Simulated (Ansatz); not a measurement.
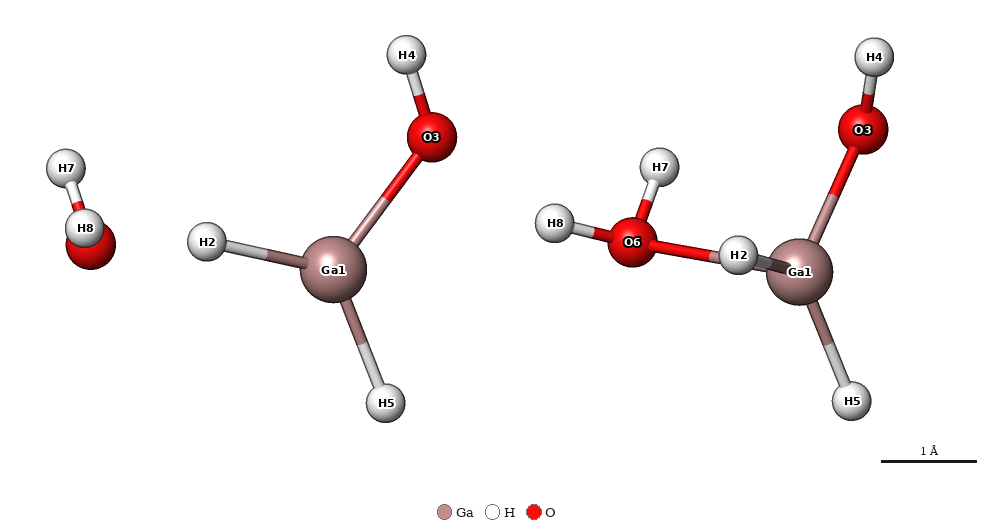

Two geometries of GaH$_{5}$O$_{2}$, drawn at one scale. One is the start of a relaxation, the other its converged end. Style: ball-and-stick. Shown at a tilt.

The calculation used RHF/def2-mTZVP (Ansatz). (no spin polarisation; force threshold 0.03 eV/Å; at most 50 steps)

### Which geometry has the lower energy?

The right one is the relaxed one. The run prepares an end point of a later path (reaction) calculation, from a guessed geometry. After 13 accepted moves (14 points after the start) the energy has fallen by 48.7 kJ/mol. The largest force component goes from 1.4 to 0.024 eV/Å. The line search rejected the trial step at point 2 of the run. H7 moves most after the best rigid fit: 1.05 Å. Largest moves by element: H 1.05 Å, O 0.80 Å, Ga 0.32 Å. Some distances before and after: Ga1–O6 2.984 → 2.188 Å, Ga1–O3 1.779 → 1.817 Å, O6–H8 0.971 → 0.948 Å, Ga1–H2 1.575 → 1.585 Å. New bonds form, among them: Ga1–O6 (2.98 → 2.19 Å). Groups turn about Ga1–O3 by about 25°.

Limits of the set-up: Hartree-Fock leaves out electron correlation.
